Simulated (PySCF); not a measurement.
# B₂Cl₂F₂H₂Si: NMR shifts at several levels of theory

How much do the NMR shifts of B₂Cl₂F₂H₂Si (`FB(F)[SiH2]B(Cl)Cl`) depend on the level of theory, and what does each level cost?

Programs: PySCF 2.14.0, with density-fitted response routines of our own. Each step states its level of theory. These are calculated values for one molecule in the gas phase, unless marked as measured. Atoms count from 0, in the outputs and in this text.

## 1. The starting structure

9 atoms, charge 0, multiplicity 1; geometry from: GFN2-xTB. The atoms were then displaced at random by about 0.01 Å, so the start is not that level's minimum.

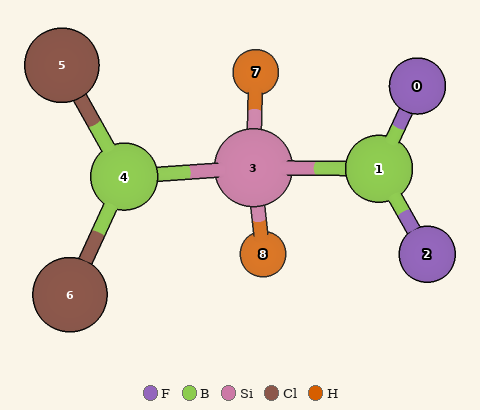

As it starts; fluorine purple, boron green, silicon pink, chlorine brown, hydrogen orange, atoms numbered.

## 2. Relaxing the molecule at PBE0-D3(BJ)/def2-SVP

The job: settings as JSON, then the geometry in Å.

```
{"job": {"xc": "PBE0", "basis": "def2-SVP", "d3": "d3bj", "grid": 1, "shake": 0.01, "kind": "geom"}, "charge": 0, "multiplicity": 1}
F     -2.351900     0.758150    -0.775550
B     -1.645090    -0.237380    -0.369590
F     -2.080080    -1.384440    -0.868490
Si     0.005290    -0.039200     0.780390
B      1.586430     0.254200    -0.369040
Cl     2.079650     1.848210    -0.817430
Cl     2.514130    -1.057770    -0.980320
H     -0.193110     1.074880     1.726400
H      0.142490    -1.233810     1.639890
```

Launch:

```
$ OMP_NUM_THREADS=1 python probes_run.py task.json out
```

This one command runs all jobs of the session in turn.

What it wrote:

```text
step   0  E = -1459.42209265  max force = 0.034598
step   1  E = -1459.42651488  max force = 0.009152
step   2  E = -1459.42667371  max force = 0.004764
step   3  E = -1459.42685354  max force = 0.000805
step   4  E = -1459.42686916  max force = 0.000308
step   5  E = -1459.42687501  max force = 0.000430
optimisation converged
```

Wall time 42 s (1 thread of Arm Neoverse V1, shared host); peak memory 0.47 GiB.

Along the way:

| step | energy from step 0 (eV) | largest force component (eV/Å) |
| --- | --- | --- |
| 0 | 0.0000 | 1.7791 |
| 1 | -0.1203 | 0.4706 |
| 2 | -0.1247 | 0.2450 |
| 3 | -0.1296 | 0.0414 |
| 4 | -0.1300 | 0.0158 |
| 5 | -0.1301 | 0.0221 |

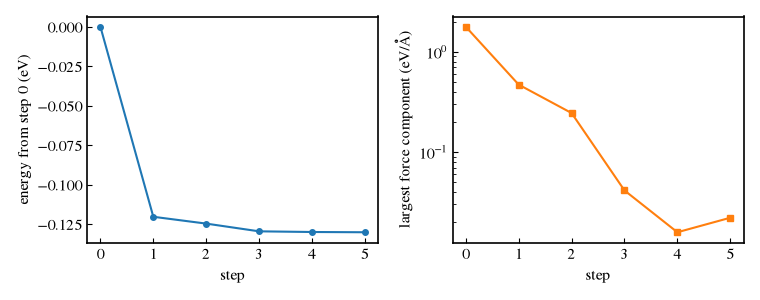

Energy and force, step by step.

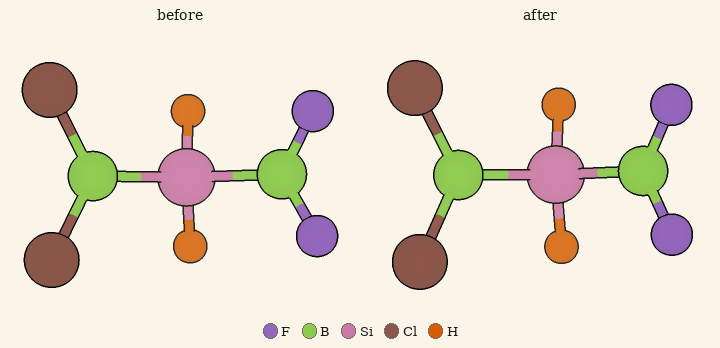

The geometry before (left) and after (right).

Distances of close pairs at the start and the end, largest changes first:

| bond | before (Å) | after (Å) | change (Å) |
| --- | --- | --- | --- |
| Si3–B4 | 1.977 | 2.022 | +0.045 |
| F0–B1 | 1.287 | 1.319 | +0.032 |
| B4–Cl6 | 1.719 | 1.748 | +0.029 |
| B4–Cl5 | 1.728 | 1.748 | +0.020 |
| Si3–H7 | 1.475 | 1.494 | +0.019 |
| Si3–H8 | 1.478 | 1.494 | +0.016 |
| B1–Si3 | 2.021 | 2.035 | +0.014 |
| B1–F2 | 1.324 | 1.319 | -0.005 |

The next job starts from the end point, and lists it.

| at the end point | value |
| --- | --- |
| point group (found at 0.08 Å tolerance) | Cs |
| rotational constants (GHz, main isotopes) | 1.766, 0.799, 0.661 |
| dipole moment (D) | 0.82 |

## 3. NMR shieldings: BLYP/pcSseg-1

The job: settings as JSON, then the geometry in Å.

```
{"job": {"kind": "nmr", "xc": "BLYP", "basis": "pcSseg-1", "pop": false}, "charge": 0, "multiplicity": 1}
F     -2.121922     1.013794    -0.839904
B     -1.450355    -0.039539    -0.417992
F     -1.771636    -1.200684    -0.955582
Si     0.066387     0.125223     0.928635
B      1.715513     0.399456    -0.208869
Cl     2.211244     2.008496    -0.677139
Cl     2.605757    -0.969284    -0.832339
H     -0.167300     1.299123     1.822729
H      0.176687    -1.131111     1.729720
```

Level: GIAO BLYP/pcSseg-1 NMR shielding, non-relativistic, gas phase.

What it wrote:

```text
coarse grid: 10456 points
cycle   1  E = -1460.4432751928  dE =  5.884e-01  |g| = 6.933e-01  |ddm| = 2.855e+00
cycle   2  E = -1460.2032762558  dE =  2.400e-01  |g| = 1.427e+00  |ddm| = 1.258e+00
cycle   3  E = -1460.5183675341  dE = -3.151e-01  |g| = 7.642e-02  |ddm| = 8.701e-01
cycle   4  E = -1460.5198050277  dE = -1.437e-03  |g| = 3.129e-02  |ddm| = 1.213e-01
cycle   5  E = -1460.5200088664  dE = -2.038e-04  |g| = 1.540e-02  |ddm| = 4.395e-02
cycle   6  E = -1460.5200718111  dE = -6.294e-05  |g| = 3.432e-03  |ddm| = 1.654e-02
cycle   7  E = -1460.5200746764  dE = -2.865e-06  |g| = 6.560e-04  |ddm| = 4.056e-03
final grid: 91792 points
cycle   8  E = -1460.5697937567  dE = -6.661e-05  |g| = 3.260e-03  |ddm| = 1.764e-02
cycle   9  E = -1460.5697909018  dE =  2.855e-06  |g| = 4.927e-03  |ddm| = 6.688e-03
cycle  10  E = -1460.5697956072  dE = -4.705e-06  |g| = 8.399e-04  |ddm| = 4.275e-03
cycle  11  E = -1460.5697957651  dE = -1.579e-07  |g| = 2.358e-04  |ddm| = 9.626e-04
cycle  12  E = -1460.5697957792  dE = -1.405e-08  |g| = 9.436e-05  |ddm| = 3.488e-04
cycle  13  E = -1460.5697957813  dE = -2.155e-09  |g| = 2.239e-05  |ddm| = 9.690e-05
cycle  14  E = -1460.5697957814  dE = -9.709e-11  |g| = 4.501e-06  |ddm| = 2.275e-05
converged SCF energy = -1460.5697957814

GIAO shielding tensors (ppm)
atom      isotropic    diamagn.    paramagn.     s11        s22        s33       span
  0 F      165.033     469.538    -304.505    -63.521    242.896    315.725    379.247
  1 B       62.849     196.081    -133.231     39.316     73.588     75.644     36.328
  2 F      164.937     470.090    -305.153    -63.832    242.757    315.886    379.718
  3 Si     430.849     880.856    -450.006    399.483    444.359    448.706     49.223
  4 B       14.346     195.451    -181.105    -49.766     12.903     79.902    129.668
  5 Cl     489.430    1147.907    -658.477     85.381    549.053    833.855    748.474
  6 Cl     491.563    1148.165    -656.602     88.346    550.121    836.223    747.877
  7 H       27.868      28.628      -0.761     24.847     26.229     32.527      7.680
  8 H       27.850      28.710      -0.860     24.843     26.228     32.481      7.638
```

Run time: 19 s. Hardware: 1 thread of Arm Neoverse V1, shared host; peak memory 0.8 GiB.

Shifts follow as δ = σ(reference) − σ, with reference shieldings (ppm) from runs at the same level and on the same kind of geometry: 1H TMS 31.36, 29Si TMS 323.5, 19F CFCl3 145.5, 11B BF3·OEt2 92.8, 35Cl HCl 921. The references are single molecules in the gas phase, so shifts against H2O, NH3, PH3, H3PO4 or CFCl3 are not on the usual liquid scales and can be off by tens of ppm. Atoms listed in one row are averaged.

| atoms | environment | σ (ppm) | δ (ppm) |
| --- | --- | --- | --- |
| H7, H8 | hydrogen on a silicon bonded to 2 B | 27.86 | 3.50 |
| F0, F2 | fluorine bonded to B | 165.0 | -19.5 |
| B4 | boron bonded to 2 Cl, Si | 14.3 | 78.5 |
| B1 | boron bonded to 2 F, Si | 62.8 | 30.0 |
| Si3 | silicon bonded to 2 B, 2 H | 430.8 | -107.4 |
| Cl5, Cl6 | chlorine bonded to B | 490 | 430 |

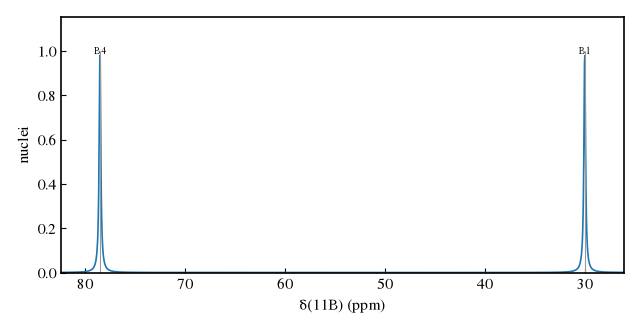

11B lines at the computed shifts, without couplings. Lines are broadened to a width of 0.19 ppm (Lorentzian).

## 4. Nuclear shieldings: mPW1PW91/pcSseg-1

The job, as its differences from that of step 3:

```diff
@@ -1,2 +1,2 @@
-{"job": {"kind": "nmr", "xc": "BLYP", "basis": "pcSseg-1", "pop": false}, "charge": 0, "multiplicity": 1}
+{"job": {"kind": "nmr", "xc": "mPW1PW91", "basis": "pcSseg-1", "pop": false}, "charge": 0, "multiplicity": 1}
 F     -2.121922     1.013794    -0.839904
```

Level: GIAO mPW1PW91/pcSseg-1 NMR shielding, non-relativistic, gas phase.

What it wrote:

```text
coarse grid: 10456 points
cycle   1  E = -1460.4732798045  dE =  6.693e-01  |g| = 6.542e-01  |ddm| = 2.781e+00
cycle   2  E = -1460.3845603183  dE =  8.872e-02  |g| = 1.004e+00  |ddm| = 9.535e-01
cycle   3  E = -1460.5497731538  dE = -1.652e-01  |g| = 2.632e-02  |ddm| = 5.856e-01
cycle   4  E = -1460.5498943952  dE = -1.212e-04  |g| = 1.571e-02  |ddm| = 4.697e-02
cycle   5  E = -1460.5499580486  dE = -6.365e-05  |g| = 4.833e-03  |ddm| = 2.037e-02
cycle   6  E = -1460.5499638898  dE = -5.841e-06  |g| = 1.753e-03  |ddm| = 5.521e-03
final grid: 91792 points
cycle   7  E = -1460.5901525432  dE = -4.531e-05  |g| = 4.798e-03  |ddm| = 1.582e-02
cycle   8  E = -1460.5901487510  dE =  3.792e-06  |g| = 6.097e-03  |ddm| = 8.491e-03
cycle   9  E = -1460.5901572791  dE = -8.528e-06  |g| = 5.553e-04  |ddm| = 5.017e-03
cycle  10  E = -1460.5901573381  dE = -5.896e-08  |g| = 1.340e-04  |ddm| = 6.207e-04
cycle  11  E = -1460.5901573419  dE = -3.775e-09  |g| = 4.728e-05  |ddm| = 1.795e-04
cycle  12  E = -1460.5901573423  dE = -4.425e-10  |g| = 1.735e-05  |ddm| = 4.421e-05
converged SCF energy = -1460.5901573423

GIAO shielding tensors (ppm)
atom      isotropic    diamagn.    paramagn.     s11        s22        s33       span
  0 F      186.967     468.148    -281.181    -38.134    264.333    334.702    372.836
  1 B       69.685     196.082    -126.396     44.308     81.284     83.463     39.155
  2 F      186.876     468.618    -281.742    -38.418    264.223    334.821    373.239
  3 Si     450.858     879.903    -429.045    419.688    461.549    471.338     51.650
  4 B       22.662     195.395    -172.733    -44.559     21.940     90.606    135.165
  5 Cl     538.048    1147.721    -609.673    132.024    609.478    872.642    740.618
  6 Cl     539.981    1147.952    -607.970    134.749    610.390    874.805    740.056
  7 H       27.724      28.013      -0.289     24.556     25.917     32.699      8.144
  8 H       27.709      28.034      -0.325     24.557     25.914     32.658      8.101
```

It took 16 s on 1 thread of Arm Neoverse V1, shared host; peak memory 0.86 GiB.

Key values: δ F0 -9.0, B4 78.1, B1 31.1, Si3 -100.0, H7 3.60 ppm (means over like atoms).

## 5. NMR shieldings: LC-wPBE/pcSseg-1

The job, as its differences from that of step 4:

```diff
@@ -1,2 +1,2 @@
-{"job": {"kind": "nmr", "xc": "mPW1PW91", "basis": "pcSseg-1", "pop": false}, "charge": 0, "multiplicity": 1}
+{"job": {"kind": "nmr", "xc": "LC-wPBE", "basis": "pcSseg-1", "pop": false}, "charge": 0, "multiplicity": 1}
 F     -2.121922     1.013794    -0.839904
```

With the program's defaults for keys left out, this is: GIAO LC-wPBE/pcSseg-1 NMR shielding, non-relativistic, gas phase.

What it wrote:

```text
coarse grid: 10456 points
cycle   1  E = -1459.8838289092  dE =  8.207e-01  |g| = 7.894e-01  |ddm| = 2.681e+00
cycle   2  E = -1459.9167583677  dE = -3.293e-02  |g| = 8.441e-01  |ddm| = 9.845e-01
cycle   3  E = -1460.0287457387  dE = -1.120e-01  |g| = 5.702e-02  |ddm| = 4.501e-01
cycle   4  E = -1460.0297974850  dE = -1.052e-03  |g| = 2.935e-02  |ddm| = 9.455e-02
cycle   5  E = -1460.0300525301  dE = -2.550e-04  |g| = 8.195e-03  |ddm| = 3.618e-02
cycle   6  E = -1460.0300737526  dE = -2.122e-05  |g| = 1.411e-03  |ddm| = 1.281e-02
cycle   7  E = -1460.0300752590  dE = -1.506e-06  |g| = 4.094e-04  |ddm| = 4.251e-03
final grid: 91792 points
cycle   8  E = -1460.1077949245  dE = -8.292e-05  |g| = 8.457e-03  |ddm| = 2.370e-02
cycle   9  E = -1460.1077963225  dE = -1.398e-06  |g| = 7.747e-03  |ddm| = 6.683e-03
cycle  10  E = -1460.1078036508  dE = -7.328e-06  |g| = 7.950e-04  |ddm| = 3.393e-03
cycle  11  E = -1460.1078037323  dE = -8.154e-08  |g| = 1.571e-04  |ddm| = 6.329e-04
cycle  12  E = -1460.1078037410  dE = -8.640e-09  |g| = 5.969e-05  |ddm| = 2.827e-04
cycle  13  E = -1460.1078037424  dE = -1.459e-09  |g| = 1.797e-05  |ddm| = 1.132e-04
cycle  14  E = -1460.1078037427  dE = -2.581e-10  |g| = 6.420e-06  |ddm| = 5.207e-05
converged SCF energy = -1460.1078037427

GIAO shielding tensors (ppm)
atom      isotropic    diamagn.    paramagn.     s11        s22        s33       span
  0 F      192.869     468.215    -275.346    -32.848    266.439    345.015    377.863
  1 B       69.878     197.214    -127.336     44.002     80.701     84.930     40.929
  2 F      192.812     468.653    -275.841    -33.065    266.412    345.088    378.153
  3 Si     456.893     879.431    -422.538    424.529    464.402    481.747     57.218
  4 B       19.599     195.902    -176.303    -56.260     17.231     97.827    154.088
  5 Cl     569.960    1147.765    -577.805    157.026    649.714    903.140    746.115
  6 Cl     571.788    1147.992    -576.203    159.668    650.583    905.115    745.448
  7 H       27.761      27.874      -0.113     24.530     25.900     32.854      8.324
  8 H       27.750      27.886      -0.135     24.535     25.900     32.816      8.282
```

Run time: 28 s. Hardware: 1 thread of Arm Neoverse V1, shared host; peak memory 0.85 GiB.

Key values: δ F0 13.0, B4 81.6, B1 31.3, Si3 -98.4, H7 3.57 ppm (means over like atoms).

## 6. Nuclear shieldings: KT3/pcSseg-1

The job, as its differences from that of step 5:

```diff
@@ -1,2 +1,2 @@
-{"job": {"kind": "nmr", "xc": "LC-wPBE", "basis": "pcSseg-1", "pop": false}, "charge": 0, "multiplicity": 1}
+{"job": {"kind": "nmr", "xc": "KT3", "basis": "pcSseg-1", "pop": false}, "charge": 0, "multiplicity": 1}
 F     -2.121922     1.013794    -0.839904
```

Method: GIAO KT3/pcSseg-1 NMR shielding, non-relativistic, gas phase.

What it wrote:

```text
coarse grid: 10456 points
cycle   1  E = -1472.1084997357  dE =  6.507e-01  |g| = 8.843e-01  |ddm| = 2.851e+00
cycle   2  E = -1471.7684554554  dE =  3.400e-01  |g| = 1.677e+00  |ddm| = 1.608e+00
cycle   3  E = -1472.2259373092  dE = -4.575e-01  |g| = 1.266e-01  |ddm| = 1.150e+00
cycle   4  E = -1472.2295434101  dE = -3.606e-03  |g| = 3.641e-02  |ddm| = 1.701e-01
cycle   5  E = -1472.2297948411  dE = -2.514e-04  |g| = 2.360e-02  |ddm| = 5.978e-02
cycle   6  E = -1472.2299455099  dE = -1.507e-04  |g| = 3.734e-03  |ddm| = 2.379e-02
cycle   7  E = -1472.2299492414  dE = -3.731e-06  |g| = 8.935e-04  |ddm| = 5.309e-03
final grid: 91792 points
cycle   8  E = -1472.3347433412  dE = -1.729e-04  |g| = 4.668e-02  |ddm| = 5.489e-02
cycle   9  E = -1472.3341745148  dE =  5.688e-04  |g| = 7.382e-02  |ddm| = 7.002e-02
cycle  10  E = -1472.3350137471  dE = -8.392e-04  |g| = 7.955e-03  |ddm| = 4.674e-02
cycle  11  E = -1472.3350248273  dE = -1.108e-05  |g| = 1.820e-03  |ddm| = 7.992e-03
cycle  12  E = -1472.3350258118  dE = -9.846e-07  |g| = 5.349e-04  |ddm| = 2.408e-03
cycle  13  E = -1472.3350258918  dE = -8.001e-08  |g| = 6.728e-05  |ddm| = 6.035e-04
cycle  14  E = -1472.3350258930  dE = -1.201e-09  |g| = 1.870e-05  |ddm| = 1.098e-04
cycle  15  E = -1472.3350258932  dE = -1.057e-10  |g| = 3.577e-06  |ddm| = 2.910e-05
converged SCF energy = -1472.3350258932

GIAO shielding tensors (ppm)
atom      isotropic    diamagn.    paramagn.     s11        s22        s33       span
  0 F      179.122     469.557    -290.435    -39.146    261.444    315.068    354.214
  1 B       73.887     196.988    -123.101     55.486     81.744     84.432     28.946
  2 F      179.005     470.076    -291.071    -39.466    261.283    315.197    354.663
  3 Si     466.744     882.144    -415.400    437.161    478.585    484.485     47.324
  4 B       32.146     196.366    -164.220    -23.429     30.829     89.039    112.468
  5 Cl     541.047    1149.693    -608.646    166.514    606.167    850.461    683.947
  6 Cl     542.953    1149.945    -606.992    169.109    607.111    852.640    683.530
  7 H       27.864      28.461      -0.597     24.795     26.131     32.666      7.871
  8 H       27.847      28.515      -0.668     24.794     26.126     32.620      7.826
```

It took 18 s on 1 thread of Arm Neoverse V1, shared host; peak memory 0.8 GiB.

This run: δ F0 -29.6, B4 68.4, B1 26.6, Si3 -101.2, H7 3.46 ppm (means over like atoms).

## 7. NMR shieldings: KT2/pcSseg-1

The job, as its differences from that of step 6:

```diff
@@ -1,2 +1,2 @@
-{"job": {"kind": "nmr", "xc": "KT3", "basis": "pcSseg-1", "pop": false}, "charge": 0, "multiplicity": 1}
+{"job": {"kind": "nmr", "xc": "KT2", "basis": "pcSseg-1", "pop": false}, "charge": 0, "multiplicity": 1}
 F     -2.121922     1.013794    -0.839904
```

Level: GIAO KT2/pcSseg-1 NMR shielding, non-relativistic, gas phase.

What it wrote:

```text
coarse grid: 10456 points
cycle   1  E = -1473.2739643497  dE =  6.663e-01  |g| = 8.656e-01  |ddm| = 2.822e+00
cycle   2  E = -1472.9288696261  dE =  3.451e-01  |g| = 1.683e+00  |ddm| = 1.550e+00
cycle   3  E = -1473.3858003430  dE = -4.569e-01  |g| = 1.219e-01  |ddm| = 1.114e+00
cycle   4  E = -1473.3891023674  dE = -3.302e-03  |g| = 3.575e-02  |ddm| = 1.667e-01
cycle   5  E = -1473.3893511953  dE = -2.488e-04  |g| = 2.260e-02  |ddm| = 5.859e-02
cycle   6  E = -1473.3894896560  dE = -1.385e-04  |g| = 3.691e-03  |ddm| = 2.319e-02
cycle   7  E = -1473.3894932791  dE = -3.623e-06  |g| = 8.383e-04  |ddm| = 5.172e-03
final grid: 91792 points
cycle   8  E = -1473.5075246650  dE = -1.212e-04  |g| = 4.638e-02  |ddm| = 4.236e-02
cycle   9  E = -1473.5068134268  dE =  7.112e-04  |g| = 7.852e-02  |ddm| = 6.930e-02
cycle  10  E = -1473.5078113088  dE = -9.979e-04  |g| = 6.905e-03  |ddm| = 4.892e-02
cycle  11  E = -1473.5078199432  dE = -8.634e-06  |g| = 1.998e-03  |ddm| = 7.794e-03
cycle  12  E = -1473.5078210877  dE = -1.145e-06  |g| = 5.398e-04  |ddm| = 2.429e-03
cycle  13  E = -1473.5078211685  dE = -8.072e-08  |g| = 5.124e-05  |ddm| = 6.015e-04
cycle  14  E = -1473.5078211691  dE = -6.371e-10  |g| = 1.661e-05  |ddm| = 8.985e-05
converged SCF energy = -1473.5078211691

GIAO shielding tensors (ppm)
atom      isotropic    diamagn.    paramagn.     s11        s22        s33       span
  0 F      168.873     469.710    -300.837    -54.636    253.609    307.645    362.281
  1 B       72.933     196.968    -124.035     54.572     80.854     83.373     28.800
  2 F      168.689     470.190    -301.501    -55.085    253.370    307.782    362.867
  3 Si     466.856     882.818    -415.962    436.689    480.493    483.387     46.699
  4 B       30.484     196.559    -166.075    -26.138     29.385     88.205    114.343
  5 Cl     520.192    1149.547    -629.355    138.013    589.195    833.368    695.356
  6 Cl     522.209    1149.785    -627.576    140.738    590.118    835.771    695.032
  7 H       27.560      28.157      -0.597     24.426     25.762     32.493      8.067
  8 H       27.542      28.185      -0.642     24.427     25.755     32.446      8.019
```

Wall time 17 s (1 thread of Arm Neoverse V1, shared host); peak memory 0.8 GiB.

Key values: δ F0 -30.2, B4 69.4, B1 27.0, Si3 -105.8, H7 3.63 ppm (means over like atoms).

## 8. Shielding tensors: PBE0/pcSseg-1

The job, as its differences from that of step 7:

```diff
@@ -1,2 +1,2 @@
-{"job": {"kind": "nmr", "xc": "KT2", "basis": "pcSseg-1", "pop": false}, "charge": 0, "multiplicity": 1}
+{"job": {"kind": "nmr", "xc": "PBE0", "basis": "pcSseg-1", "pop": false}, "charge": 0, "multiplicity": 1}
 F     -2.121922     1.013794    -0.839904
```

With the program's defaults for keys left out, this is: GIAO PBE0/pcSseg-1 NMR shielding, non-relativistic, gas phase.

What it wrote:

```text
coarse grid: 10456 points
cycle   1  E = -1459.8003932333  dE =  6.678e-01  |g| = 6.314e-01  |ddm| = 2.783e+00
cycle   2  E = -1459.7182174211  dE =  8.218e-02  |g| = 9.674e-01  |ddm| = 9.200e-01
cycle   3  E = -1459.8721476634  dE = -1.539e-01  |g| = 2.549e-02  |ddm| = 5.649e-01
cycle   4  E = -1459.8722579600  dE = -1.103e-04  |g| = 1.517e-02  |ddm| = 4.504e-02
cycle   5  E = -1459.8723180460  dE = -6.009e-05  |g| = 4.909e-03  |ddm| = 2.008e-02
cycle   6  E = -1459.8723241649  dE = -6.119e-06  |g| = 1.743e-03  |ddm| = 5.551e-03
final grid: 91792 points
cycle   7  E = -1459.9172600530  dE = -5.190e-05  |g| = 5.149e-03  |ddm| = 1.520e-02
cycle   8  E = -1459.9172562982  dE =  3.755e-06  |g| = 6.160e-03  |ddm| = 8.800e-03
cycle   9  E = -1459.9172651868  dE = -8.889e-06  |g| = 7.969e-04  |ddm| = 5.383e-03
cycle  10  E = -1459.9172653118  dE = -1.250e-07  |g| = 1.441e-04  |ddm| = 7.998e-04
cycle  11  E = -1459.9172653163  dE = -4.419e-09  |g| = 4.990e-05  |ddm| = 1.935e-04
cycle  12  E = -1459.9172653167  dE = -4.734e-10  |g| = 1.923e-05  |ddm| = 4.738e-05
converged SCF energy = -1459.9172653167

GIAO shielding tensors (ppm)
atom      isotropic    diamagn.    paramagn.     s11        s22        s33       span
  0 F      185.018     468.000    -282.982    -40.805    262.782    333.076    373.882
  1 B       69.659     196.033    -126.374     44.564     81.103     83.309     38.745
  2 F      184.920     468.471    -283.551    -41.106    262.665    333.199    374.305
  3 Si     453.770     879.885    -426.116    422.241    465.122    473.946     51.705
  4 B       22.681     195.235    -172.555    -44.769     21.873     90.938    135.706
  5 Cl     536.387    1147.504    -611.117    130.029    606.991    872.142    742.113
  6 Cl     538.349    1147.734    -609.385    132.799    607.906    874.342    741.544
  7 H       27.653      27.966      -0.314     24.471     25.836     32.650      8.179
  8 H       27.637      27.983      -0.346     24.472     25.833     32.608      8.136
```

Wall time 13 s (1 thread of Arm Neoverse V1, shared host); peak memory 0.86 GiB.

Key values: δ F0 -7.7, B4 78.1, B1 31.1, Si3 -101.8, H7 3.62 ppm (means over like atoms).

[end of part 1 of 2]
